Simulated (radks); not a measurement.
**Numerical settings for Zr²⁺**

Aim: see which numerical settings matter for the zirconium ion Zr2+. Each run changes a setting or two against a run with the defaults. The defaults are a mesh step of 0.008 in ln r, a mesh end at 40 bohr or more, Anderson mixing 0.5 over 9 steps and a tight residual threshold, with the energy settled to 1e-9 hartree as well; every run has a cap on iterations.

Program: radks (a radial shooting solver on a logarithmic mesh, Libxc functionals) version 1. Level of theory: Dirac Kohn-Sham, PBE, spin-unpolarised, spherical densities, finite nucleus; open shells fill j = l - 1/2 first. These are calculated values, not measurements, unless marked.

## Step 1: What is computed

| Property | Result |
| --- | --- |
| element | zirconium (Z = 40) |
| charge | +2 |
| electrons | 38 |
| configuration | [Kr] 4d2 |
| nuclear rms radius | 4.2694 fm |

In the logs a row gives level, spin channel, occupation and eigenvalue; Etot, Ekin, Encl (electron-nucleus), Eh (Hartree) and Exc are energies, all in hartree; err is the last residual, it the number of iterations.

## Step 2: Default settings

Input:

```text
Z 40
configuration [Kr] 4d2
relativity Dirac
functional pbe,pbe
spin unpolarised
j_filling energy
nucleus finite rms 4.2694 fm
c 137.035999084
max_iterations 78
```

Command:

```
> python run_ks.py task.json out
```

This one command runs every case of the session in turn.

What it wrote:

```text
1s1/2   1   2.0000        -655.29204012
2s1/2   1   2.0000         -91.23854118
2p1/2   1   2.0000         -83.56463990
2p3/2   1   4.0000         -80.40933975
3s1/2   1   2.0000         -15.39867310
3p1/2   1   2.0000         -12.54165634
3p3/2   1   4.0000         -12.03932649
3d3/2   1   4.0000          -7.00301609
3d5/2   1   6.0000          -6.91125407
4s1/2   1   2.0000          -2.53198219
4p1/2   1   2.0000          -1.76625634
4p3/2   1   4.0000          -1.70089470
4d3/2   1   2.0000          -0.63773302
4d5/2   1   0.0000          -0.63203731
Etot -3598.183137288518
Ekin 3718.381176033499
Encl -8663.41597842835
Eh 1460.6131311688048
Exc -113.76146606247306
err 2.5899504264777663e-09
it 14
```

Wall time 0.11 s (1 thread of Arm Neoverse V1, shared host); peak memory 0.24 GiB.

The top filled level is 4d3/2, -17.354 eV.

Radial moments (bohr):

| level | occupation | energy (eV) | <r> | outermost maximum (interpolated) | 90 % within | nodes |
| --- | --- | --- | --- | --- | --- | --- |
| 3p3/2 | 4 | -327.61 | 0.4654 | 0.405 | 0.705 | 1 |
| 3d3/2 | 4 | -190.56 | 0.4504 | 0.346 | 0.725 | 0 |
| 3d5/2 | 6 | -188.06 | 0.4540 | 0.349 | 0.730 | 0 |
| 4s1/2 | 2 | -68.899 | 1.213 | 1.08 | 1.77 | 3 |
| 4p1/2 | 2 | -48.062 | 1.344 | 1.16 | 2.00 | 2 |
| 4p3/2 | 4 | -46.284 | 1.374 | 1.19 | 2.04 | 2 |
| 4d3/2 | 2 | -17.354 | 2.002 | 1.56 | 3.16 | 1 |
| 4d5/2 | 0 | -17.199 | 2.017 | 1.57 | 3.19 | 1 |

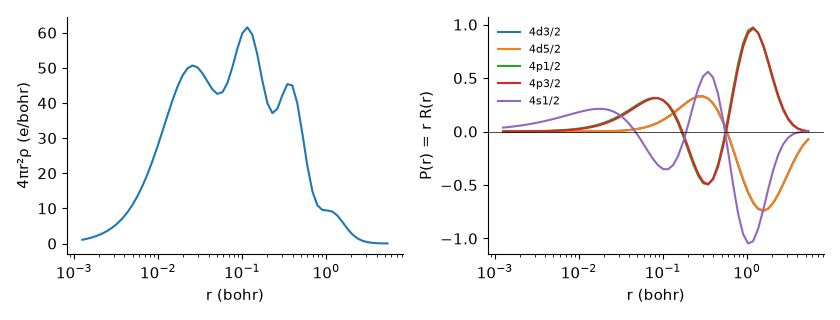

Radial density (left) and radial functions of outer levels (right).

## Step 3: Mesh step in ln r 0.05

Settings, as their differences from step 2:

```diff
@@ -8,2 +8,3 @@
 c 137.035999084
+mesh_step 0.05
 max_iterations 78
```

What it wrote:

```text
1s1/2   1   2.0000        -655.29204215
2s1/2   1   2.0000         -91.23854920
2p1/2   1   2.0000         -83.56464000
2p3/2   1   4.0000         -80.40934148
3s1/2   1   2.0000         -15.39867230
3p1/2   1   2.0000         -12.54165564
3p3/2   1   4.0000         -12.03932701
3d3/2   1   4.0000          -7.00301725
3d5/2   1   6.0000          -6.91125551
4s1/2   1   2.0000          -2.53198159
4p1/2   1   2.0000          -1.76625580
4p3/2   1   4.0000          -1.70089487
4d3/2   1   2.0000          -0.63773304
4d5/2   1   0.0000          -0.63203742
Etot -3598.1831467972097
Ekin 3718.3811558850803
Encl -8663.415939890505
Eh 1460.6131013521008
Exc -113.76146414388603
err 1.7572463287008575e-09
it 14
```

Run time: 0.03 s. Hardware: 1 thread of Arm Neoverse V1, shared host; peak memory 0.24 GiB.

Change of E against the default run: -0.009509 mhartree.

## Step 4: Mesh step in ln r 0.12

Settings, as their differences from step 3:

```diff
@@ -8,3 +8,3 @@
 c 137.035999084
-mesh_step 0.05
+mesh_step 0.12
 max_iterations 78
```

What it wrote:

```text
Etot None
Ekin -2.8131802091526287e+96
Encl -6.249236581298553e+88
Eh 4.784257352786248e+173
Exc None
err None
it 2
```

Wall time 0.01 s (1 thread of Arm Neoverse V1, shared host); peak memory 0.24 GiB.

At least one occupied level has no bound solution here (a level that could not be solved has no row), so no value is taken from this run.

## Step 5: Mesh step in ln r 0.2

Settings, as their differences from step 4:

```diff
@@ -8,3 +8,3 @@
 c 137.035999084
-mesh_step 0.12
+mesh_step 0.2
 max_iterations 78
```

What it wrote:

```text
1s1/2   1   2.0000      -23249.27962886
2p1/2   1   2.0000      -19077.84764026
3s1/2   1   2.0000      -14623.43058890
3p3/2   1   4.0000      -18316.29358215
4p1/2   1   2.0000      -11414.05853908
4p3/2   1   4.0000      -10968.78063668
4d3/2   1   2.0000      -14806.90431268
Etot 89017899.3403955
Ekin 38536225.55137524
Encl -3280896.503367941
Eh 54064866.82918823
Exc -302296.5368000476
err 598879.8886997972
it 9
```

Wall time 0.03 s (1 thread of Arm Neoverse V1, shared host); peak memory 0.24 GiB.

At least one occupied level has no bound solution here (a level that could not be solved has no row), so no value is taken from this run.

## Step 6: Mesh end (bohr) 5

Settings, as their differences from step 5:

```diff
@@ -8,3 +8,3 @@
 c 137.035999084
-mesh_step 0.2
+mesh_end 5
 max_iterations 78
```

What it wrote:

```text
1s1/2   1   2.0000        -655.26907812
2s1/2   1   2.0000         -91.21484556
2p1/2   1   2.0000         -83.54099179
2p3/2   1   4.0000         -80.38568109
3s1/2   1   2.0000         -15.37576186
3p1/2   1   2.0000         -12.51873698
3p3/2   1   4.0000         -12.01643155
3d3/2   1   4.0000          -6.98002531
3d5/2   1   6.0000          -6.88827256
4s1/2   1   2.0000          -2.51205922
4p1/2   1   2.0000          -1.74731489
4p3/2   1   4.0000          -1.68216795
4d3/2   1   2.0000          -0.61539740
4d5/2   1   0.0000          -0.60944096
Etot -3598.167183400156
Ekin 3718.492649846368
Encl -8664.321232257955
Eh 1461.45275218314
Exc -113.79135317170967
err 2.463205346440756e-09
it 14
```

It took 0.1 s on 1 thread of Arm Neoverse V1, shared host; peak memory 0.24 GiB.

Change of E against the default run: +15.95 mhartree.

## Step 7: Mesh end (bohr) 8

Settings, as their differences from step 6:

```diff
@@ -8,3 +8,3 @@
 c 137.035999084
-mesh_end 5
+mesh_end 8
 max_iterations 78
```

What it wrote:

```text
1s1/2   1   2.0000        -655.29173833
2s1/2   1   2.0000         -91.23823107
2p1/2   1   2.0000         -83.56433041
2p3/2   1   4.0000         -80.40903013
3s1/2   1   2.0000         -15.39836964
3p1/2   1   2.0000         -12.54135280
3p3/2   1   4.0000         -12.03902316
3d3/2   1   4.0000          -7.00271180
3d5/2   1   6.0000          -6.91094986
4s1/2   1   2.0000          -2.53170494
4p1/2   1   2.0000          -1.76598987
4p3/2   1   4.0000          -1.70063068
4d3/2   1   2.0000          -0.63747558
4d5/2   1   0.0000          -0.63177722
Etot -3598.1830501278755
Ekin 3718.3823215821863
Encl -8663.427913185835
Eh 1460.6243695077396
Exc -113.76182803196684
err 2.6516443897345905e-09
it 14
```

Wall time 0.11 s (1 thread of Arm Neoverse V1, shared host); peak memory 0.24 GiB.

Change of E against the default run: +0.08716 mhartree.

## Step 8: Residual threshold 1e-13

Settings, as their differences from step 7:

```diff
@@ -8,3 +8,3 @@
 c 137.035999084
-mesh_end 8
+threshold 1e-13
 max_iterations 78
```

What it wrote:

```text
1s1/2   1   2.0000        -655.29204013
2s1/2   1   2.0000         -91.23854118
2p1/2   1   2.0000         -83.56463990
2p3/2   1   4.0000         -80.40933975
3s1/2   1   2.0000         -15.39867310
3p1/2   1   2.0000         -12.54165634
3p3/2   1   4.0000         -12.03932650
3d3/2   1   4.0000          -7.00301610
3d5/2   1   6.0000          -6.91125407
4s1/2   1   2.0000          -2.53198219
4p1/2   1   2.0000          -1.76625634
4p3/2   1   4.0000          -1.70089470
4d3/2   1   2.0000          -0.63773302
4d5/2   1   0.0000          -0.63203731
Etot -3598.1831372885954
Ekin 3718.3811760385156
Encl -8663.415978426638
Eh 1460.6131311620652
Exc -113.76146606253911
err 3.817424417024194e-13
it 30
```

Run time: 0.17 s. Hardware: 1 thread of Arm Neoverse V1, shared host; peak memory 0.24 GiB.

Change of E against the default run: under 1e-4 mhartree.

## Step 9: Residual threshold 0.1

Settings, as their differences from step 8:

```diff
@@ -8,3 +8,3 @@
 c 137.035999084
-threshold 1e-13
+threshold 0.1
 max_iterations 78
```

What it wrote:

```text
1s1/2   1   2.0000        -655.29266949
2s1/2   1   2.0000         -91.23916364
2p1/2   1   2.0000         -83.56524931
2p3/2   1   4.0000         -80.40995008
3s1/2   1   2.0000         -15.39916369
3p1/2   1   2.0000         -12.54214833
3p3/2   1   4.0000         -12.03981325
3d3/2   1   4.0000          -7.00351972
3d5/2   1   6.0000          -6.91175599
4s1/2   1   2.0000          -2.53220466
4p1/2   1   2.0000          -1.76645231
4p3/2   1   4.0000          -1.70108465
4d3/2   1   2.0000          -0.63784444
4d5/2   1   0.0000          -0.63214718
Etot -3598.18313716163
Ekin 3718.3953492743594
Encl -8663.445884231656
Eh 1460.6295912908738
Exc -113.76219349520682
err 0.0009581520770472543
it 8
```

It took 0.08 s on 1 thread of Arm Neoverse V1, shared host; peak memory 0.24 GiB.

Change of E against the default run: +0.0001269 mhartree.

## Step 10: Mixing 0.01

Settings, as their differences from step 9:

```diff
@@ -8,3 +8,3 @@
 c 137.035999084
-threshold 0.1
+mixing 0.01
 max_iterations 78
```

What it wrote:

```text
1s1/2   1   2.0000        -655.29204013
2s1/2   1   2.0000         -91.23854118
2p1/2   1   2.0000         -83.56463990
2p3/2   1   4.0000         -80.40933975
3s1/2   1   2.0000         -15.39867311
3p1/2   1   2.0000         -12.54165634
3p3/2   1   4.0000         -12.03932650
3d3/2   1   4.0000          -7.00301610
3d5/2   1   6.0000          -6.91125407
4s1/2   1   2.0000          -2.53198218
4p1/2   1   2.0000          -1.76625634
4p3/2   1   4.0000          -1.70089469
4d3/2   1   2.0000          -0.63773302
4d5/2   1   0.0000          -0.63203731
Etot -3598.183137288501
Ekin 3718.381176042662
Encl -8663.415978430225
Eh 1460.613131161585
Exc -113.76146606252291
err 2.129187677918124e-09
it 35
```

It took 0.21 s on 1 thread of Arm Neoverse V1, shared host; peak memory 0.24 GiB.

Change of E against the default run: under 1e-4 mhartree.

## Step 11: Mixing history 1, mixing 1

Settings, as their differences from step 10:

```diff
@@ -8,3 +8,4 @@
 c 137.035999084
-mixing 0.01
+history 1
+mixing 1
 max_iterations 78
```

What it wrote:

```text
1s1/2   1   2.0000        -609.55388187
2s1/2   1   2.0000         -58.49420501
2p3/2   1   4.0000         -45.85849922
3s1/2   1   2.0000          -3.36175610
3p1/2   1   2.0000         -48.56066499
3p3/2   1   4.0000          -1.22045432
3d5/2   1   6.0000          -0.22587922
4s1/2   1   2.0000          -0.54336878
4p1/2   1   2.0000          -1.30017202
4p3/2   1   4.0000          -0.32995554
4d3/2   1   2.0000          -0.22588792
4d5/2   1   0.0000          -1.77837007
Etot 415899163789.4222
Ekin 1068815.5135139541
Encl -21060918.493751496
Eh 415939284189.27405
Exc -20128296.871672586
err 98330426.06739824
it 74
```

Run time: 0.66 s. Hardware: 1 thread of Arm Neoverse V1, shared host; peak memory 0.24 GiB.

An occupied level is unbound or could not be solved, so this is no valid solution, whatever the residual; it is left out below.

## Step 12: Mixing history 1, mixing 0.5

Settings, as their differences from step 11:

```diff
@@ -9,3 +9,3 @@
 history 1
-mixing 1
+mixing 0.5
 max_iterations 78
```

What it wrote:

```text
1s1/2   1   2.0000        -655.29204012
2s1/2   1   2.0000         -91.23854118
2p1/2   1   2.0000         -83.56463990
2p3/2   1   4.0000         -80.40933975
3s1/2   1   2.0000         -15.39867310
3p1/2   1   2.0000         -12.54165634
3p3/2   1   4.0000         -12.03932650
3d3/2   1   4.0000          -7.00301610
3d5/2   1   6.0000          -6.91125407
4s1/2   1   2.0000          -2.53198219
4p1/2   1   2.0000          -1.76625634
4p3/2   1   4.0000          -1.70089470
4d3/2   1   2.0000          -0.63773302
4d5/2   1   0.0000          -0.63203731
Etot -3598.1831372884967
Ekin 3718.3811760059148
Encl -8663.41597839491
Eh 1460.6131311628524
Exc -113.76146606235255
err 5.408706080619173e-09
it 30
```

Run time: 0.18 s. Hardware: 1 thread of Arm Neoverse V1, shared host; peak memory 0.24 GiB.

Change of E against the default run: under 1e-4 mhartree.

## Step 13: Mixing history 2

Settings, as their differences from step 12:

```diff
@@ -8,4 +8,3 @@
 c 137.035999084
-history 1
-mixing 0.5
+history 2
 max_iterations 78
```

What it wrote:

```text
1s1/2   1   2.0000        -655.29204014
2s1/2   1   2.0000         -91.23854118
2p1/2   1   2.0000         -83.56463990
2p3/2   1   4.0000         -80.40933975
3s1/2   1   2.0000         -15.39867310
3p1/2   1   2.0000         -12.54165634
3p3/2   1   4.0000         -12.03932649
3d3/2   1   4.0000          -7.00301609
3d5/2   1   6.0000          -6.91125407
4s1/2   1   2.0000          -2.53198218
4p1/2   1   2.0000          -1.76625634
4p3/2   1   4.0000          -1.70089469
4d3/2   1   2.0000          -0.63773302
4d5/2   1   0.0000          -0.63203731
Etot -3598.1831372885094
Ekin 3718.38117609598
Encl -8663.415978487254
Eh 1460.61313116552
Exc -113.76146606275567
err 6.20189381760158e-09
it 19
```

Wall time 0.13 s (1 thread of Arm Neoverse V1, shared host); peak memory 0.24 GiB.

Change of E against the default run: under 1e-4 mhartree.

## Step 14: Iteration cap 8

Settings, as their differences from step 13:

```diff
@@ -8,3 +8,2 @@
 c 137.035999084
-history 2
-max_iterations 78
+max_iterations 8
```

What it wrote:

```text
1s1/2   1   2.0000        -655.29195134
2s1/2   1   2.0000         -91.23845272
2p1/2   1   2.0000         -83.56454601
2p3/2   1   4.0000         -80.40924642
3s1/2   1   2.0000         -15.39859929
3p1/2   1   2.0000         -12.54158223
3p3/2   1   4.0000         -12.03925277
3d3/2   1   4.0000          -7.00294299
3d5/2   1   6.0000          -6.91118112
4s1/2   1   2.0000          -2.53193805
4p1/2   1   2.0000          -1.76621580
4p3/2   1   4.0000          -1.70085497
4d3/2   1   2.0000          -0.63770589
4d5/2   1   0.0000          -1.77837007
Etot -3598.1831372861348
Ekin 3718.379462820153
Encl -8663.412219292604
Eh 1460.6109924894708
Exc -113.76137330315453
err 0.00013330680134467012
it 8
```

It took 0.07 s on 1 thread of Arm Neoverse V1, shared host; peak memory 0.24 GiB.

The cycle did not converge; nothing is taken from this run.

## Step 15: All runs together

| setting | mesh points | iterations | converged | change of E (mhartree) | time |
| --- | --- | --- | --- | --- | --- |
| Default settings | 2198 | 14 | yes | 0 | 0.11 s |
| mesh step in ln r 0.05 | 352 | 14 | yes | -0.009509 | 0.03 s |
| mesh step in ln r 0.12 | 147 | 2 | no | - | 0.01 s |
| mesh step in ln r 0.2 | 88 | 9 | no | - | 0.03 s |
| mesh end (bohr) 5 | 1929 | 14 | yes | +15.95 | 0.1 s |
| mesh end (bohr) 8 | 1987 | 14 | yes | +0.08716 | 0.11 s |
| residual threshold 1e-13 | 2198 | 30 | yes | 0 | 0.17 s |
| residual threshold 0.1 | 2198 | 8 | yes | +0.0001269 | 0.08 s |
| mixing 0.01 | 2198 | 35 | yes | 0 | 0.21 s |
| mixing history 1, mixing 1 | 2198 | 74 | no | - | 0.66 s |
| mixing history 1, mixing 0.5 | 2198 | 30 | yes | 0 | 0.18 s |
| mixing history 2 | 2198 | 19 | yes | 0 | 0.13 s |
| iteration cap 8 | 2198 | 8 | no | - | 0.07 s |

What this shows: A zero stands for a change under the printed digits. Converged yet off by more than 1 mhartree: mesh end (bohr) 5. Convergence of the cycle says nothing about the mesh. Not converged or rejected: mesh step in ln r 0.12; mesh step in ln r 0.2; mixing history 1, mixing 1; iteration cap 8. A mesh that ends early acts as a hard wall.
